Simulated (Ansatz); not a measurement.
Cell of CdTe/HgSe zinc blende (001) superlattice Cd6Hg6Se5Te7 on CdTe, with like interfaces, with its geometry taken from a PBE run:

```
CELL_PARAMETERS angstrom
      4.67978     0.00000     0.00000
      0.00000     4.67978     0.00000
      0.00000     0.00000    37.53488
ATOMIC_POSITIONS crystal
  Cd 0.00000 0.00000 0.03994
  Te 0.50000 0.00000 0.08410
  Cd 0.50000 0.50000 0.12814
  Te 0.00000 0.50000 0.17224
  Cd 0.00000 0.00000 0.21632
  Te 0.50000 0.00000 0.26042
  Cd 0.50000 0.50000 0.30452
  Te 0.00000 0.50000 0.34860
  Cd 0.00000 0.00000 0.39270
  Te 0.50000 0.00000 0.43675
  Cd 0.50000 0.50000 0.48090
  Te 0.00000 0.50000 0.52474
  Hg 0.00000 0.00000 0.56896
  Se 0.50000 0.00000 0.60768
  Hg 0.50000 0.50000 0.64600
  Se 0.00000 0.50000 0.68407
  Hg 0.00000 0.00000 0.72226
  Se 0.50000 0.00000 0.76042
  Hg 0.50000 0.50000 0.79858
  Se 0.00000 0.50000 0.83677
  Hg 0.00000 0.00000 0.87484
  Se 0.50000 0.00000 0.91317
  Hg 0.50000 0.50000 0.95188
  Te 0.00000 0.50000 0.99610
```

Computed with HSE06 (plane waves to 420 eV, PAW; Ansatz, a quantum-chemistry and plane-wave program). No spin–orbit coupling. Its k-point mesh 4×4×1, Fermi–Dirac width 0.01 eV. HSE06 ran on meshes of its own (4×4×1); its edges and gaps are taken over the mesh and over extra points off it, mostly where PBE has its edges.

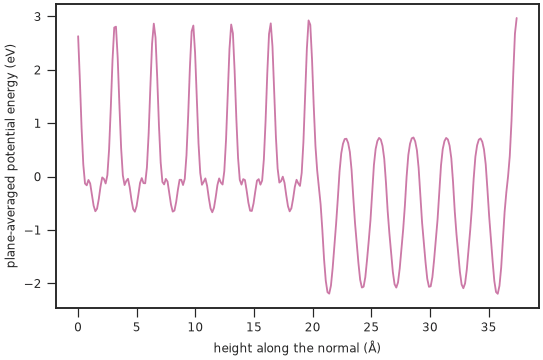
Fig. 1. Smooth (PAW) electrostatic potential energy of an electron, averaged over planes, about its mean

The curve spans 5.2 eV over the stretch drawn.
